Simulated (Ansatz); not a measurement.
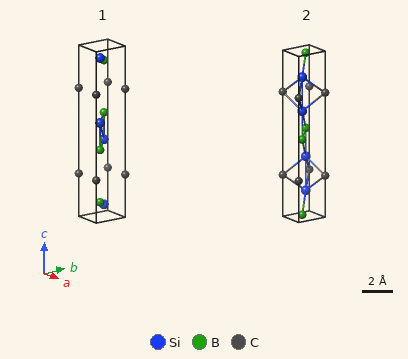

Two geometries of crystalline Si2B2C (a generated structure, set up in P6_3/mmc) (coarse preliminary run), drawn at one scale. One is the start of a relaxation, the other its converged end. A ball-and-stick model of the cell of the calculation, seen slightly off an axis.

Level of theory: DFT PBE, scalar-relativistic, plane waves, PAW in Ansatz 0.2.0. (plane-wave cutoff 420 eV; k-point mesh 6 × 6 × 2; occupations gaussian; smearing width 0.1 eV; no spin polarisation; cell and atoms relaxed; force threshold 0.04 eV/Å; at most 70 steps)

> Which one is relaxed?

Structure 2 is the relaxed one. Over 17 accepted moves (19 points after the start) the energy falls by 1393 meV per atom. The largest force component goes from 4.8 to 0.0084 eV/Å. Pressure: 23.93 GPa at the start and −0.12 GPa at the end. The line search rejected the trial step at point 15 of the run. The SCF was repeated once at an unchanged geometry on a basis and grid sized afresh for the cell, which shifted the energy by 1.1 meV per atom at most. The largest moves relative to the cell, 1.01 Å, are those of Si atoms. Largest moves by element: Si 1.01 Å, B 0.86 Å. C stays in place. The volume changes by −19.1 %, with a = b 3.235 → 2.955 Å (−8.7 %), c 11.951 → 11.590 Å (−3.0 %). Some distances before and after: Si–Si 4.535 → 2.376 Å, Si–Si 2.359 → 3.821 Å, B–B 2.986 → 1.791 Å, C–Si 2.938 → 2.079 Å. New bonds form: C–Si (2.94 → 2.08 Å), Si–Si (4.54 → 2.38 Å). Among the angles between lasting bonds that change: Si–B–Si 76.6° → 130.1°, Si–B–Si 114.8° → 82.9°, B–Si–B 114.8° → 82.9°. The space group stays P6_3/mmc (No. 194).
